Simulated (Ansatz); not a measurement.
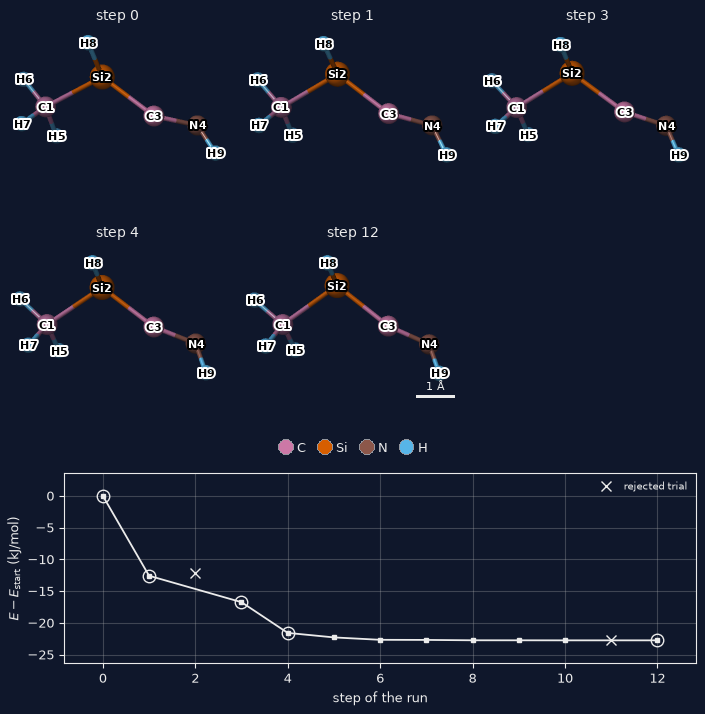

Frames of a relaxation of C2H5NSi, marked on the history of the run. A ball-and-stick model, seen from a free direction.

Level of theory: RKS PBE0-D4/def2-TZVP (Ansatz).

Input file:
```yaml
crystal:
  periodic: [false, false, false]
  atoms:
    - {symbol: C, position_ang: [-1.285410, 0.741300, -0.587510]}
    - {symbol: Si, position_ang: [0.192640, -0.438550, -0.661250]}
    - {symbol: C, position_ang: [1.202590, -0.588610, 0.792130]}
    - {symbol: N, position_ang: [1.531800, -1.356900, 1.701550]}
    - {symbol: H, position_ang: [-1.756910, 0.724530, 0.390010]}
    - {symbol: H, position_ang: [-2.035970, 0.468910, -1.324550]}
    - {symbol: H, position_ang: [-0.978260, 1.764220, -0.793640]}
    - {symbol: H, position_ang: [0.929660, -0.291710, -1.911430]}
    - {symbol: H, position_ang: [2.199850, -1.023190, 2.394690]}
basis:
  gaussian: {orbitals: def2-TZVP}
hamiltonian: {xc: pbe0, dispersion: d4}
relax: {f_tol: 0.005, max_steps: 200}
```

Run as
```bash
ansatz run in.yaml --threads 2 --pin off --events-out ev --progress --plain --max-ram 4352MiB
```

Q: Describe the path.

A: The energy falls by 22.7 kJ/mol in 10 accepted moves (12 points after the start). Largest force component: 1.3 eV/Å at the start, 0.0021 eV/Å at the end. The line search rejected the trial steps at points 2, 11 of the run. The atom that moves furthest after the best rigid fit is H9 (0.34 Å). By element the largest moves are H 0.34 Å, Si 0.30 Å, C 0.28 Å, N 0.11 Å. Among the contacts that change: Si2–H8 1.459 → 1.492 Å, C3–N4 1.235 → 1.205 Å, Si2–C3 1.776 → 1.788 Å, C1–H5 1.085 → 1.092 Å. Bond angles that change, for instance: Si2–C3–N4 143.8° → 160.0°, C3–Si2–H8 115.0° → 101.8°, C1–Si2–C3 117.7° → 108.5°. From step 0 to 1: H9 moves most (0.12 Å), energy −12.6 kJ/mol. From step 1 to 3: H9 moves most (0.10 Å), energy −4.16 kJ/mol. From step 3 to 4: H atoms move most (0.10 Å), energy −4.84 kJ/mol. From step 4 to 12: H7 moves most (0.07 Å), energy −1.17 kJ/mol.

```csv
step,"E − E(0), kJ/mol","largest force component, eV/Å",note
0,0.00,1.3188,
1,-12.58,1.2000,
2,-12.18,1.2982,rejected
3,-16.74,2.0563,
4,-21.58,0.5272,
5,-22.29,0.3283,
6,-22.67,0.0537,
7,-22.68,0.0747,
8,-22.74,0.0431,
9,-22.74,0.0445,
10,-22.75,0.0122,
11,-22.75,0.0050,rejected
12,-22.75,0.0021,
```
